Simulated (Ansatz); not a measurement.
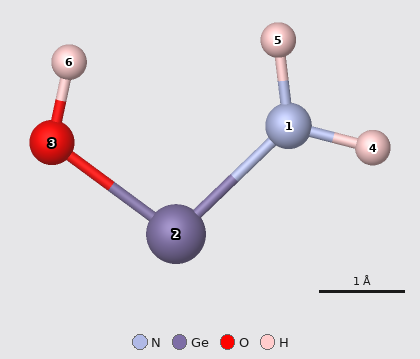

*The structure as given in the input (ball-and-stick view, seen on its broad side; atoms are numbered from 1 in the order of the input). Sticks mark near contacts.*

# Run report: GeNH3O, geometry relaxation

GeNH3O, computed with RKS PBE0-D4/def2-TZVP (Ansatz 0.2.0).

The geometry: PBE-D4/def2-SVP start. Figures and captions count atoms from 1; the log counts them from 0 in places.

Output
```
Functional definition: PBE0
  name "PBE0"
  cite "Adamo & Barone, J. Chem. Phys. 110, 6158 (1999) doi:10.1063/1.478522"
  cite "Perdew, Burke & Ernzerhof, Phys. Rev. Lett. 77, 3865 (1996) doi:10.1103/PhysRevLett.77.3865"
  parent pbe
  parameter a = 0.25
  parameter kappa = 0.804
  parameter beta = 0.06672455060314922
  exchange = (1 - a)*pbe_x(kappa = kappa, mu = beta*pi^2/3) + a*exact_x
  correlation = pbe_c(beta = beta)
839 factors; their error is unknown
mean field evaluation 1: about -60084.0543 eV, gradient 8.0e1 eV
mean field evaluation 2: about -60053.1179 eV, gradient 1.4e2 eV
mean field evaluation 4: about -60095.3796 eV, gradient 5.0e0 eV
mean field evaluation 8: about -60095.4145 eV, gradient 1.9e-2 eV
mean field evaluation 16: about -60095.6897 eV, gradient 4.0e-5 eV
mean field -60095.68971587 eV, -2208.4758627366 hartree, gradient 4.0e-5 eV, S^2 0.000000; 0 other end points of the search recorded, 0 dependent functions left out
the calculation of the forces begins
reference -60095.68973761 eV, -2208.4758635356 hartree; 25, 25 occupied and 103, 103 virtual orbitals, 839 factors
relax step   1: F+E_penalty+E_count = -60095.76809237 eV  Δ(F+E_penalty+E_count) = +0.000e0 eV  max|allowed force component| = 6.708e-1 eV/Å  Δτ_max = 0.0000 Å  (26 SCF iters, accepted)
these checks for a lower state are left out or cut short: starts, cluster_reference, orbital_swaps, neighbouring_geometries, increment
839 factors; their error is unknown
mean field -60095.71626889 eV, -2208.4768385420 hartree, gradient 1.4e-5 eV, S^2 0.000000; 0 other end points of the search recorded, 0 dependent functions left out
the calculation of the forces begins
reference -60095.71629055 eV, -2208.4768393383 hartree; 25, 25 occupied and 103, 103 virtual orbitals, 839 factors
relax step   2: F+E_penalty+E_count = -60095.79491887 eV  Δ(F+E_penalty+E_count) = -2.683e-2 eV  max|allowed force component| = 2.416e-1 eV/Å  Δτ_max = 0.0193 Å  (30 SCF iters, accepted)
these checks for a lower state are left out or cut short: starts, cluster_reference, orbital_swaps, neighbouring_geometries, increment
839 factors; their error is unknown
mean field -60095.71984161 eV, -2208.4769698372 hartree, gradient 1.4e-5 eV, S^2 0.000000; 0 other end points of the search recorded, 0 dependent functions left out
the calculation of the forces begins
reference -60095.71986326 eV, -2208.4769706327 hartree; 25, 25 occupied and 103, 103 virtual orbitals, 839 factors
relax step   3: F+E_penalty+E_count = -60095.79861081 eV  Δ(F+E_penalty+E_count) = -3.692e-3 eV  max|allowed force component| = 4.761e-2 eV/Å  Δτ_max = 0.0099 Å  (31 SCF iters, accepted)
these checks for a lower state are left out or cut short: starts, cluster_reference, orbital_swaps, neighbouring_geometries, increment
839 factors; their error is unknown
mean field evaluation 32: about -60095.4445 eV, gradient 2.4e-4 eV
mean field -60095.72005484 eV, -2208.4769776734 hartree, gradient 1.4e-5 eV, S^2 0.000000; 0 other end points of the search recorded, 0 dependent functions left out
the calculation of the forces begins
reference -60095.72007650 eV, -2208.4769784693 hartree; 25, 25 occupied and 103, 103 virtual orbitals, 839 factors
relax step   4: F+E_penalty+E_count = -60095.79884122 eV  Δ(F+E_penalty+E_count) = -2.304e-4 eV  max|allowed force component| = 1.862e-2 eV/Å  Δτ_max = 0.0036 Å  (32 SCF iters, accepted)
these checks for a lower state are left out or cut short: starts, cluster_reference, orbital_swaps, neighbouring_geometries, increment
839 factors; their error is unknown
mean field -60095.72026087 eV, -2208.4769852446 hartree, gradient 1.4e-5 eV, S^2 0.000000; 0 other end points of the search recorded, 0 dependent functions left out
the calculation of the forces begins
reference -60095.72028255 eV, -2208.4769860416 hartree; 25, 25 occupied and 103, 103 virtual orbitals, 839 factors
relax step   5: F+E_penalty+E_count = -60095.79901224 eV  Δ(F+E_penalty+E_count) = -1.710e-4 eV  max|allowed force component| = 1.368e-2 eV/Å  Δτ_max = 0.0135 Å  (31 SCF iters, accepted)
these checks for a lower state are left out or cut short: starts, cluster_reference, orbital_swaps, neighbouring_geometries, increment
839 factors; their error is unknown
mean field -60095.72026710 eV, -2208.4769854737 hartree, gradient 1.4e-5 eV, S^2 0.000000; 0 other end points of the search recorded, 0 dependent functions left out
the calculation of the forces begins
reference -60095.72028879 eV, -2208.4769862707 hartree; 25, 25 occupied and 103, 103 virtual orbitals, 839 factors
relax step   6: F+E_penalty+E_count = -60095.79901834 eV  Δ(F+E_penalty+E_count) = -6.108e-6 eV  max|allowed force component| = 2.139e-3 eV/Å  Δτ_max = 0.0026 Å  (32 SCF iters, accepted)
839 factors; their error is unknown
mean field evaluation 64: about -60095.4456 eV, gradient 5.9e-1 eV
```

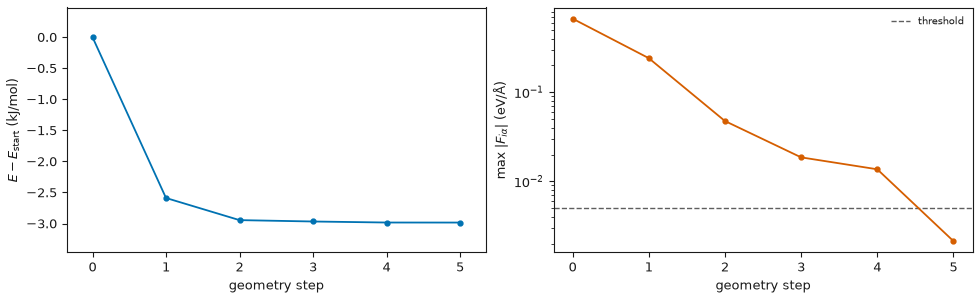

*Progress of the relaxation, step by step (the first geometry is step 0 here and step 1 in the log).*

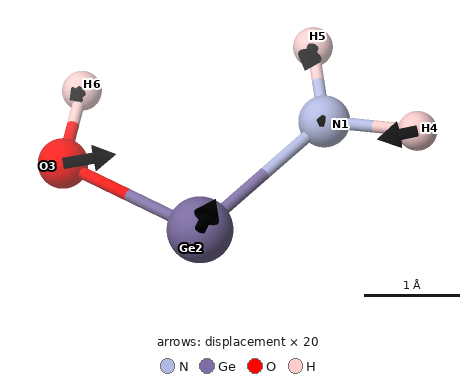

*The starting structure with the displacements as black arrows, magnified 20 times (ball-and-stick view, seen at a tilt). The two geometries are laid on each other by the best rigid fit.*

The atom that moves furthest after the best rigid fit is O3 (0.029 Å). Largest moves by element: O 0.029 Å, H 0.022 Å, Ge 0.021 Å, N 0.004 Å. Among the contacts that change: Ge2–O3 1.818 → 1.793 Å, N1–Ge2 1.851 → 1.829 Å, N1–H5 1.026 → 1.009 Å, N1–H4 1.024 → 1.008 Å. Over 5 geometry steps the energy falls by 2.98 kJ/mol. The largest force component goes from 0.67 to 0.0021 eV/Å. (Atoms are counted from 1 in the order of the input.)

```
mean field -60095.72026710 eV, -2208.4769854737 hartree, gradient 1.4e-5 eV, S^2 0.000000; 1 other end points of the search recorded, 0 dependent functions left out
the calculation of the forces begins
reference -60095.72028879 eV, -2208.4769862707 hartree; 25, 25 occupied and 103, 103 virtual orbitals, 839 factors
Total energy: -60095.79904003 eV, -2208.4798803255 hartree
Atom 0 at    -0.777933     0.052091    -0.568645 Å, force     0.000483    -0.002139    -0.000020 eV/Å
Atom 1 at     0.575347    -1.156153    -0.335717 Å, force    -0.000416    -0.000511     0.001502 eV/Å
Atom 2 at     1.505341    -0.310125     0.942580 Å, force     0.000402     0.001186    -0.001671 eV/Å
Atom 3 at    -1.512243    -0.113084    -1.239224 Å, force     0.000494     0.001832    -0.000671 eV/Å
Atom 4 at    -0.905369     0.927833    -0.083104 Å, force    -0.000464     0.000161     0.000640 eV/Å
Atom 5 at     1.156857     0.535438     1.237710 Å, force    -0.000499    -0.000529     0.000220 eV/Å
Dipole moment:    -0.436263     0.325355    -0.117704 e Å
```

Trajectory as extended XYZ (Å, eV, eV/Å), 6 frames, from step=1 to step=6
```
6
Properties=species:S:1:pos:R:3:forces:R:3 step=1 energy=-60095.76809
N    -0.7814    0.0511   -0.5711   -0.2478   0.2005  -0.0562
Ge    0.5862   -1.1740   -0.3383   -0.0833   0.5668   0.3127
O     1.5297   -0.3145    0.9567   -0.6083   0.4304  -0.1772
H    -1.5301   -0.1092   -1.2515    0.5198   0.0877   0.4567
H    -0.9124    0.9418   -0.0790    0.1065  -0.6147  -0.3274
H     1.1499    0.5408    1.2368    0.3132  -0.6708  -0.2086
6
Properties=species:S:1:pos:R:3:forces:R:3 step=2 energy=-60095.79492
N    -0.7760    0.0516   -0.5666   -0.0422   0.0229  -0.0173
Ge    0.5808   -1.1655   -0.3369   -0.0031   0.2387   0.1571
O     1.5149   -0.3099    0.9493   -0.2416   0.0620  -0.1446
H    -1.5153   -0.1073   -1.2392    0.1389   0.0056   0.1100
H    -0.9042    0.9311   -0.0793    0.0434  -0.1600  -0.0731
H     1.1418    0.5360    1.2262    0.1046  -0.1691  -0.0321
6
Properties=species:S:1:pos:R:3:forces:R:3 step=3 energy=-60095.79861
N    -0.7756    0.0519   -0.5659   -0.0070   0.0109   0.0020
Ge    0.5765   -1.1570   -0.3341    0.0278  -0.0259   0.0025
O     1.5090   -0.3097    0.9437   -0.0476  -0.0044  -0.0373
H    -1.5098   -0.1101   -1.2370   -0.0034  -0.0139  -0.0111
H    -0.9034    0.9279   -0.0812    0.0059   0.0137   0.0132
H     1.1454    0.5331    1.2281    0.0243   0.0197   0.0306
6
Properties=species:S:1:pos:R:3:forces:R:3 step=4 energy=-60095.79884
N    -0.7751    0.0520   -0.5661   -0.0109   0.0030  -0.0062
Ge    0.5766   -1.1577   -0.3356    0.0134  -0.0119   0.0045
O     1.5055   -0.3097    0.9430   -0.0159  -0.0003  -0.0151
H    -1.5098   -0.1110   -1.2365   -0.0062  -0.0050  -0.0097
H    -0.9022    0.9276   -0.0806    0.0038   0.0062   0.0080
H     1.1469    0.5347    1.2293    0.0158   0.0081   0.0186
6
Properties=species:S:1:pos:R:3:forces:R:3 step=5 energy=-60095.79901
N    -0.7787    0.0517   -0.5678    0.0017   0.0022   0.0016
Ge    0.5744   -1.1565   -0.3345   -0.0007  -0.0074  -0.0077
O     1.5060   -0.3099    0.9417   -0.0017   0.0137   0.0104
H    -1.5107   -0.1123   -1.2412   -0.0025   0.0025   0.0023
H    -0.9065    0.9274   -0.0821   -0.0008  -0.0024  -0.0034
H     1.1576    0.5357    1.2374    0.0040  -0.0086  -0.0033
6
Properties=species:S:1:pos:R:3:forces:R:3 step=6 energy=-60095.79902
N    -0.7779    0.0521   -0.5686    0.0005  -0.0021   0.0000
Ge    0.5753   -1.1562   -0.3357   -0.0004  -0.0005   0.0015
O     1.5053   -0.3101    0.9426    0.0004   0.0012  -0.0017
H    -1.5122   -0.1131   -1.2392    0.0005   0.0018  -0.0007
H    -0.9054    0.9278   -0.0831   -0.0005   0.0002   0.0006
H     1.1569    0.5354    1.2377   -0.0005  -0.0005   0.0002
```

This output came from the following input.

Input
```yaml
crystal:
  periodic: [false, false, false]
  atoms:
    - {symbol: N, position_ang: [-0.781374, 0.051111, -0.571110]}
    - {symbol: Ge, position_ang: [0.586205, -1.174042, -0.338269]}
    - {symbol: O, position_ang: [1.529744, -0.314547, 0.956742]}
    - {symbol: H, position_ang: [-1.530111, -0.109205, -1.251485]}
    - {symbol: H, position_ang: [-0.912404, 0.941844, -0.079042]}
    - {symbol: H, position_ang: [1.149940, 0.540839, 1.236764]}
basis:
  gaussian: {orbitals: def2-TZVP}
hamiltonian: {xc: pbe0, dispersion: d4}
relax: {f_tol: 0.005, max_steps: 150}
```

Launched with:
```bash
ansatz run in.yaml --threads 4 --pin off --events-out ev --progress --plain --max-ram 10444MiB
```

Key numbers

| quantity | value |
| --- | --- |
| outcome | converged |
| total energy | −60095.7990 eV |
| mean-field energy | −60095.7203 eV |
| dispersion energy | −0.0788 eV |
| SCF solution under orbital rotations | stable |
| largest force (length of the vector) at the end | 0.002 eV/Å |
| dipole moment | 2.67 D |
| hardware | 4 threads of Arm Neoverse V1, 23 GiB of memory available, shared host |
| wall time | 8 s (CPU time 28 s) |
| peak memory | 0.24 GiB |
